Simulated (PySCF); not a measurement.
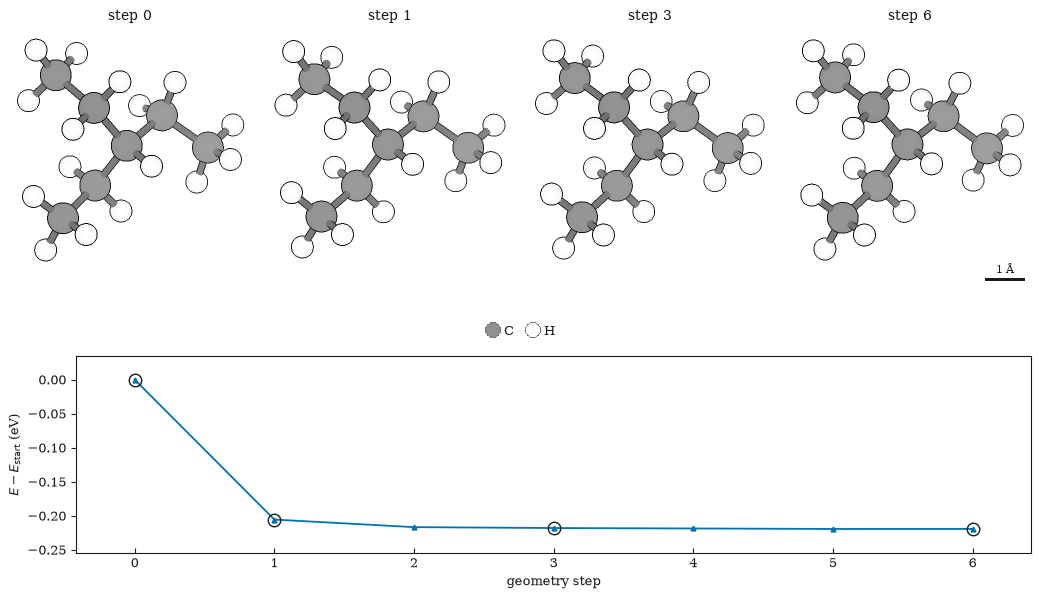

Frames of a relaxation of C7H16, marked on the history of the run. The picture is a ball-and-stick view, seen from a free direction.

The start comes from GFN2-xTB. Its atoms were then displaced at random by about 0.01 Å.

Level of theory: PBE0-D3(BJ)/def2-SVP geometry optimisation, gas phase in PySCF. 

Describe the path.

Answer. The atom that moves furthest after the best rigid fit is an H atom (0.18 Å). Largest moves by element: H 0.18 Å, C 0.08 Å. Some distances before and after: C–H 1.051 → 1.104 Å, C–C 1.581 → 1.533 Å, C–C 1.555 → 1.522 Å, C–H 1.078 → 1.102 Å. Among the angles between lasting bonds that change: H–C–H 110.8° → 105.7°, C–C–C 110.7° → 114.9°, H–C–H 110.0° → 107.3°. Over 6 geometry steps the energy falls by 0.219 eV. From step 0 to 1: an H atom moves most (0.17 Å), energy −0.205 eV. From step 1 to 3: an H atom moves most (0.05 Å), energy −0.012 eV. From step 3 to 6: an H atom moves most (0.06 Å), energy −0.001 eV.

```csv
step,"E − E(0), eV"
0,0.0000
1,-0.2055
2,-0.2166
3,-0.2179
4,-0.2186
5,-0.2193
6,-0.2192
```
